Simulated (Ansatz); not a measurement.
# Profile along the Al–Al line in TiAl (CuAu type, space group P4/mmm)

TiAl (CuAu type, space group P4/mmm)

```
CELL_PARAMETERS angstrom
      2.81288     0.00000     0.00000
      0.00000     2.81288     0.00000
      0.00000     0.00000     4.05874
ATOMIC_POSITIONS crystal
  Al 0.50000 0.50000 0.50000
  Ti 0.00000 0.00000 0.00000
```

Fields along a shortest Al–Al line of a (0 -1 1) plane (2.81 Å), from Al to Al, interpolated on the slice's grid (step about 0.3 Å). The numbers are results of r2SCAN (plane waves to 500 eV, PAW, scalar-relativistic; Ansatz, an electronic-structure program), not measurements. k mesh 16×16×12. These are valence fields of a PAW run, semicore shells included where kept as valence: close to a nucleus they are smooth pseudo fields. The PAW data are Ansatz's earlier set. TiAl is run without spin polarisation. TiAl was relaxed with its symmetry unable to fall.

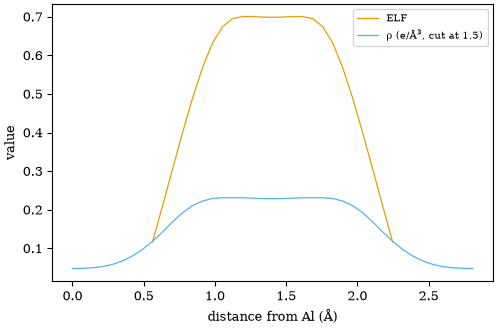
ELF (away from the nuclei) and valence density from Al to Al.

Density on the Al–Al line (2.81 Å) at its midpoint: 0.23 e/Å³. ELF at that point: 0.7. ELF maximum in the middle third of the Al–Al line: 0.70, 1.3 Å from Al.
